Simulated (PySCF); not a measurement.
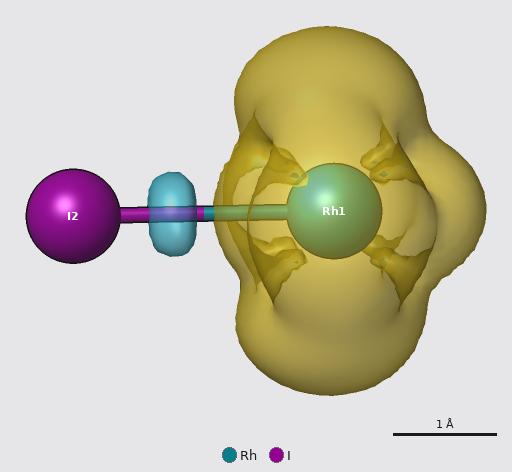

*RhI (triplet). Isosurfaces of the spin density (α minus β) at +0.015 (yellow) and −0.015 e/Å³ (cyan), seen from one side.*

Core potentials replace the inner electrons of Rh and I.

The calculation used PySCF 2.14.0, PBE0/def2-TZVPP, non-relativistic Hamiltonian with scalar-relativistic core potentials where named, at a bond length of 2.559 Å.

```yaml
atoms:
  - { symbol: Rh, position_ang: [0.0000, 0.0000, -1.4131] }
  - { symbol: I, position_ang: [0.0000, 0.0000, 1.1459] }
```

Which atoms carry the spin?

The unpaired spin (2 electrons) lies mostly on Rh1 (about 2.0), in electrons by Hirshfeld's partition.
